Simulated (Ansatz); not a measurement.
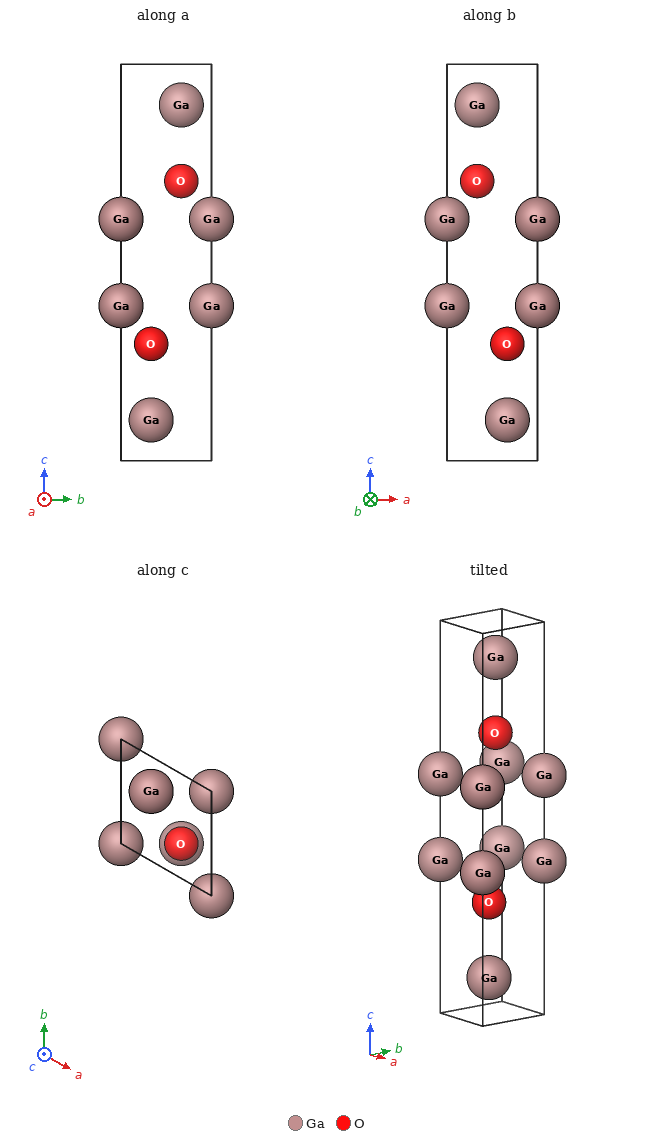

Crystal structure, spheres-only style, seen along the a axis, along the b axis, along the c axis and slightly off an axis. Atoms at the boundary of the conventional unit cell (the box) are drawn once for each face, edge or corner they touch.

Lattice parameters: a = 2.818 Å, b = 2.818 Å, c = 10.696 Å, α = 90.00°, β = 90.00°, γ = 120.00°.

Q: Express the structure as a table of Wyckoff sites, with free fractional coordinates to two decimals.

A: Space group P-3m1 (No. 164).
| atom | site | x | y | z |
| --- | --- | --- | --- | --- |
| Ga | 2c | 0.00 | 0.00 | 0.39 |
| Ga | 2d | 0.6667 | 0.3333 | 0.10 |
| O | 2d | 0.6667 | 0.3333 | 0.29 |

Starting structure: a structure type filled with these elements by a generator (whether the compound takes this form wasn't checked). It was relaxed with Ansatz, DFT PBE, scalar-relativistic, plane waves, PAW under a constraint or pressure on the cell, so some stress remains.

At this level of theory the cell isn't at rest (compressed, at 25 GPa), so its distances can differ from those at equilibrium, the more so the softer the solid.
